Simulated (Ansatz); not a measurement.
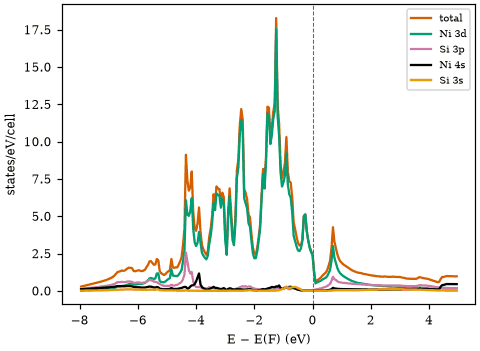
Figure. Total and projected density of states of SiNi₃ (Cu3Au type, Pm-3m), the program Ansatz at the r²SCAN level (PAW)

### Question
Which orbitals carry the states next to the Fermi level?

### Answer
Within 0.5 eV of the Fermi level: Ni 3d 92 %. Projections are on Löwdin-orthogonalised atomic valence shells; empty p or d shells of many metals are not among them.

### Question
Where is the tallest occupied peak in this window, and what makes it?

### Answer
Near -1.2 eV, about 18 states/eV per cell; the largest projected share is Ni 3d.

The cell was relaxed with r²SCAN under the symmetry of its start. The run is not spin-polarised.

Potentials: the earlier of the program's two PAW sets.
